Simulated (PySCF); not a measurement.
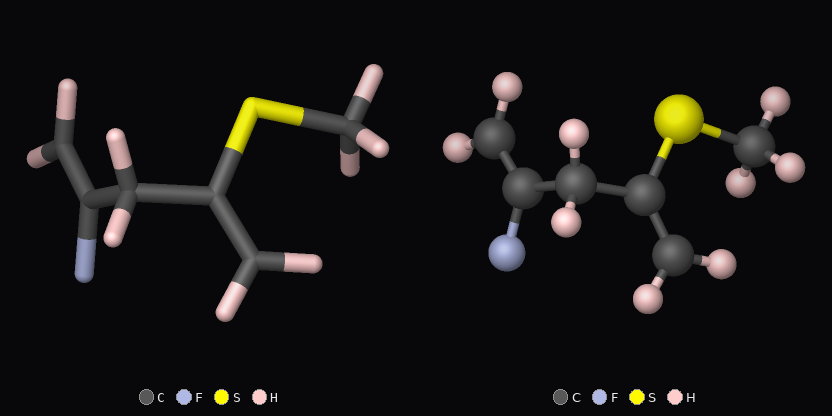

Both panels show the same species.

Computed geometry: GFN2-xTB optimisation. No frequency run is at hand to confirm it as a minimum.

> What is the molecular formula?

C₆H₉FS, 17 atoms: 6 carbon, 9 hydrogen, 1 fluorine and 1 sulfur.

> Does it have rings?

It has no ring.

> Count the bonded pairs by element.

9 C–H, 4 C–C, 2 C–S, 1 C–F.

> Give the symmetry (Schoenflies symbol).

C1.

> Name functional groups in it.

Among them: alkene, thioether, C–F bond.

The parts below concern this one geometry. Atoms keep their numbers from picture to picture.

**Quadrupole coupling**

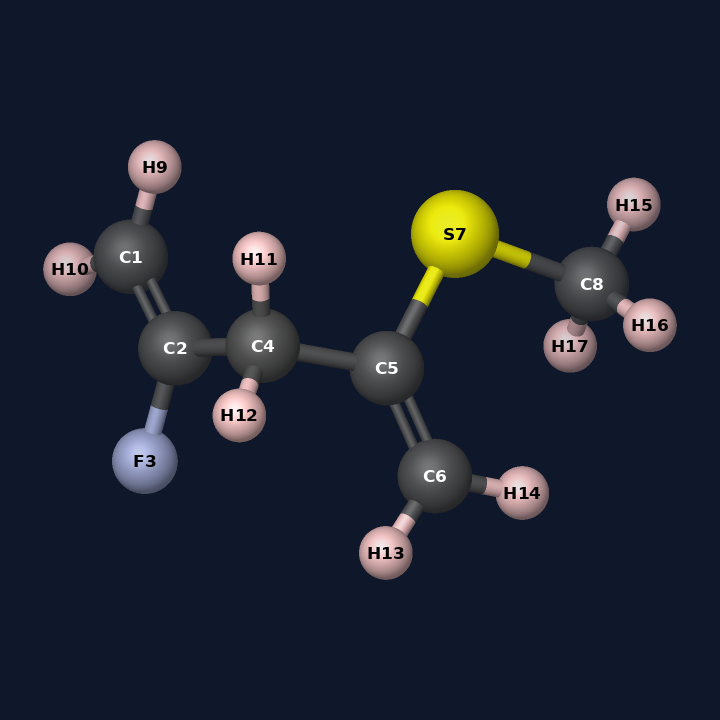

No frequency run is at hand to confirm it as a minimum. Electric field gradients from the ground-state density, PBE0/pcSseg-1 (PySCF 2.14.0), non-relativistic apart from any core potentials.

Give the largest field-gradient component, the quadrupole coupling constant and the asymmetry for 33S at S7 (Q = −67.81 mb).

```tsv
atom	V_zz (a.u.)	e²qQ/h (MHz)	η
S7	−2.709	43.2	0.75
```

**Dipole moment**

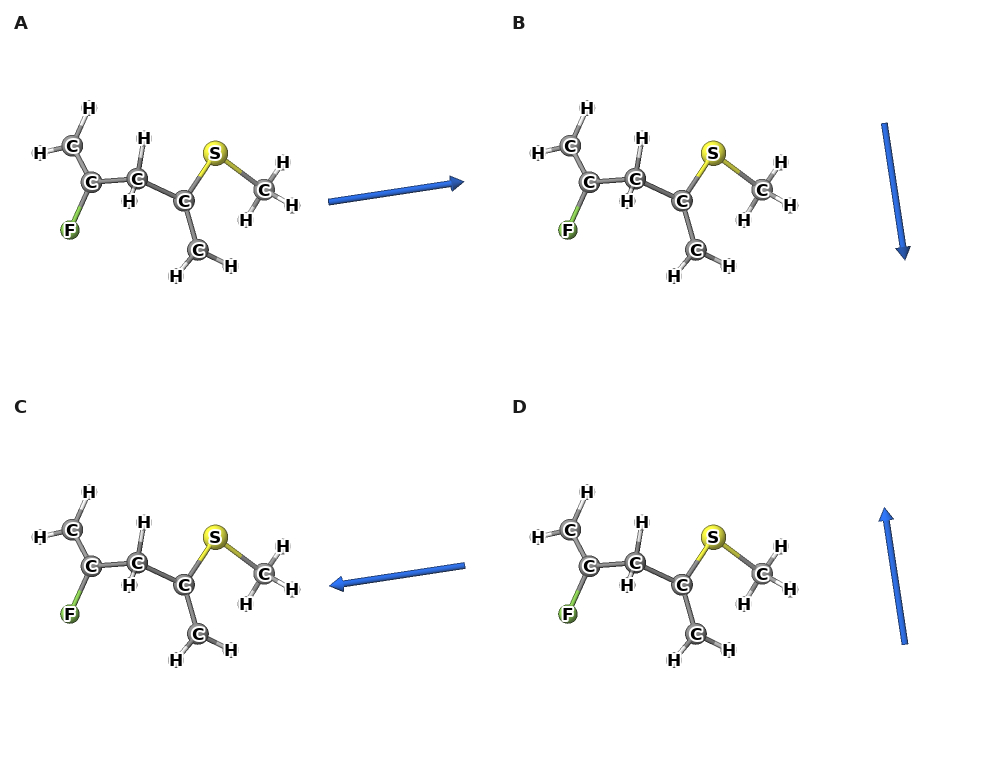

The same molecule four times, each with an arrow. No frequency run is at hand to confirm it as a minimum. Properties computed with PBE0/def2-SVPD, gas phase (PySCF 2.14.0).

> Which arrow points along the dipole moment, from the negative to the positive end?

A. The dipole moment is 1.52 D.

**Excitation**

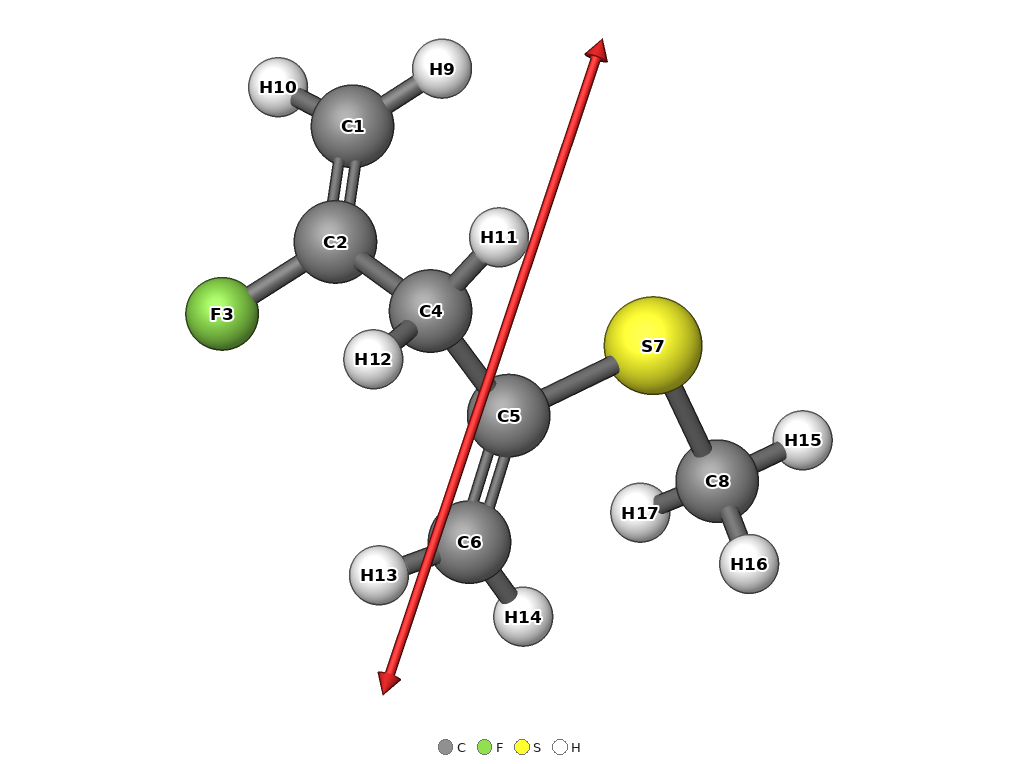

The double arrow shows the direction of the transition dipole to excited singlet state 5 (its length means nothing). No frequency run is at hand to confirm it as a minimum. Method: TDDFT PBE0/def2-SVPD, vertical, gas phase, core orbitals frozen in the response (PySCF 2.14.0).

> Where does the transition lie, and how strong is it?

6.31 eV (196 nm), oscillator strength 0.10, of mixed character, with the largest part HOMO−1 → LUMO (weight 0.39); transition dipole 2.07 D.
